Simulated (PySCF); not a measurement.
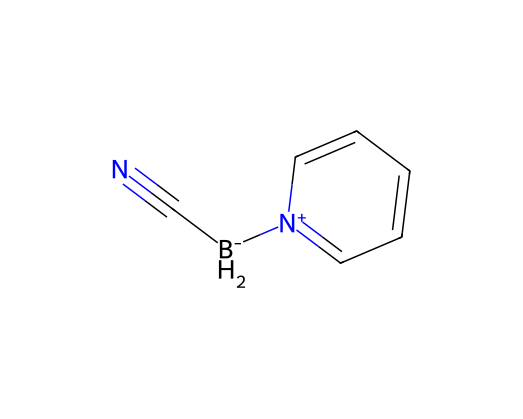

Give its SMILES.

N#C[BH2-][n+]1ccccc1

Give the formula, hydrogens included.

C6H7BN2.

The parts below concern this one geometry. Atoms keep their numbers from picture to picture. The geometry was computed by an optimisation with PBE0-D3(BJ)/def2-SVP. No frequency run is at hand to confirm it as a minimum.

**Geometry**

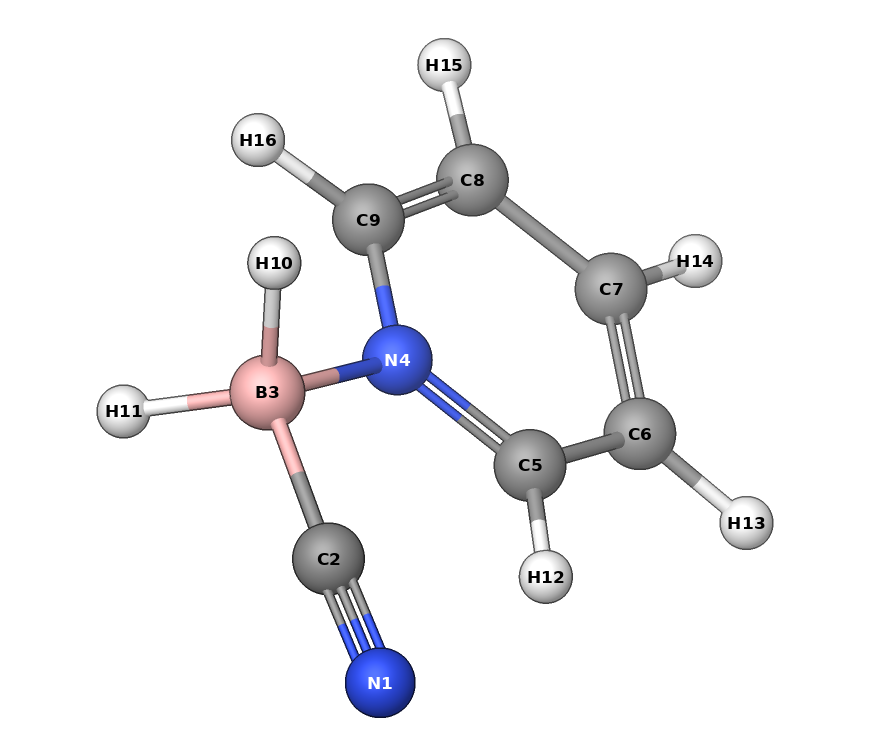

Atoms carry their numbers in the input. No frequency run is at hand to confirm it as a minimum.

Give the bond lengths.

| bond | length (Å) | order |
| --- | --- | --- |
| N1–C2 | 1.161 | triple |
| C2–B3 | 1.572 | single |
| B3–N4 | 1.604 | single |
| B3–H10 | 1.221 | single |
| B3–H11 | 1.221 | single |
| N4–C5 | 1.339 | aromatic |
| N4–C9 | 1.343 | aromatic |
| C5–C6 | 1.390 | aromatic |
| C5–H12 | 1.093 | single |
| C6–C7 | 1.390 | aromatic |
| C6–H13 | 1.091 | single |
| C7–C8 | 1.395 | aromatic |
| C7–H14 | 1.092 | single |
| C8–C9 | 1.384 | aromatic |
| C8–H15 | 1.091 | single |
| C9–H16 | 1.091 | single |

**NMR shielding**

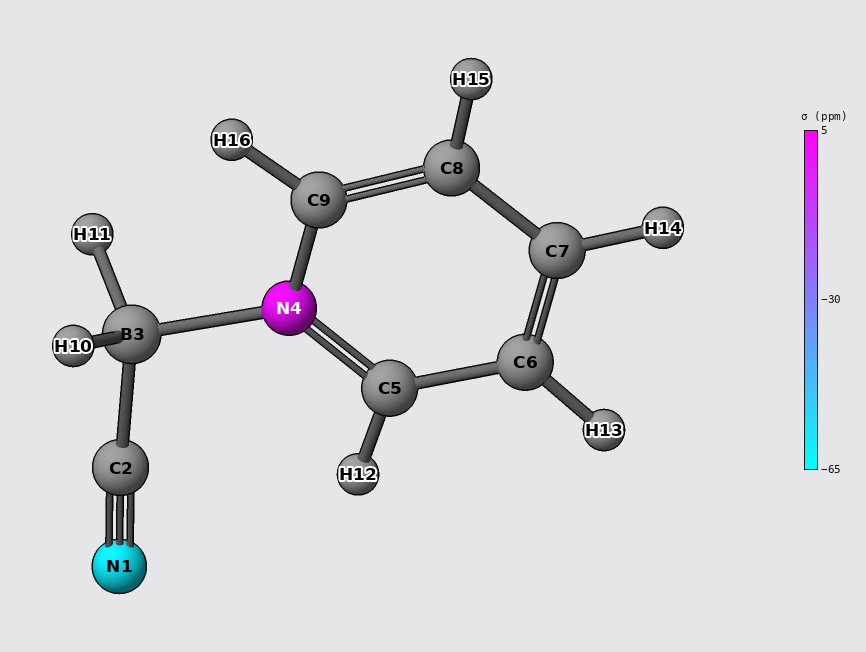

Atoms are coloured by their isotropic NMR shieldings (N only, the others grey). No frequency run is at hand to confirm it as a minimum. Level of theory: GIAO KT2/pcSseg-1 NMR shielding, non-relativistic, gas phase (PySCF 2.14.0).

Give the isotropic NMR shieldings of the N atoms atom by atom.

| atom | σ (ppm) |
| --- | --- |
| N1 | −60.2 |
| N4 | 0.5 |

**Polarisability**

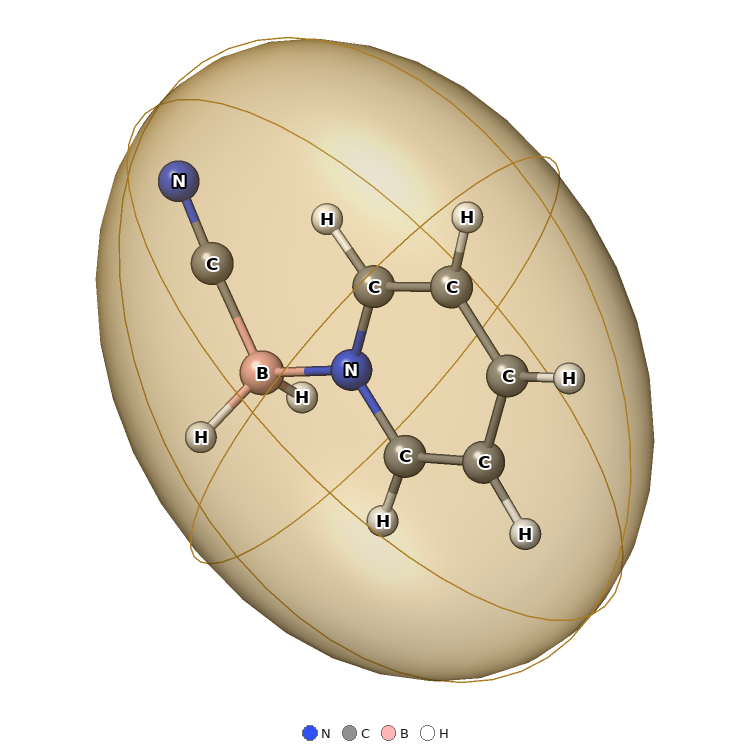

The ellipsoid shows the static dipole polarisability: its half-axes are proportional to the principal values. No frequency run is at hand to confirm it as a minimum. Computed with ωB97X-D/def2-SVPD in dimethylsulfoxide (IEF-PCM) (PySCF 2.14.0).

Give the principal values, the mean and the anisotropy.

Principal values 84.8, 144.1, 158.1 bohr³; mean 129.0 bohr³ (19.12 Å³); anisotropy 67.4 bohr³, so the longest axis is 1.86 times the shortest.

**Ring current**

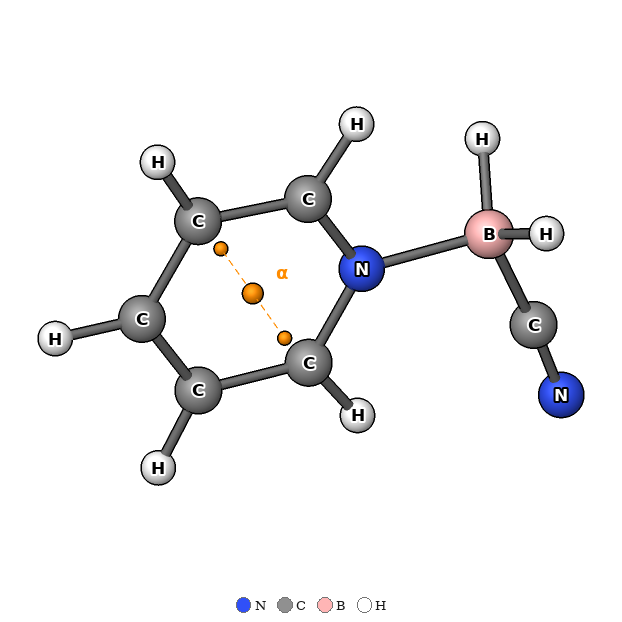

The small points mark where nucleus-independent chemical shifts (NICS) were computed: at the centre of each lettered ring and 1 Å above and below it. No frequency run is at hand to confirm it as a minimum. Properties computed with GIAO PBE0/pcSseg-1 NMR shielding, non-relativistic, IEF-PCM methanol (PySCF 2.14.0).

Give NICS(0), NICS(1) and the out-of-plane component NICS(1)zz for each ring (means of the two sides).

```json
{"ring": "α", "members": "C5N", "NICS(0)": "−7.5", "NICS(1)": "−10.7", "NICS(1)zz": "−27.1"}
```

Values in ppm.

What do the values say about the ring currents?

Ring α: diatropic, as in an aromatic ring. NICS is one index among several.
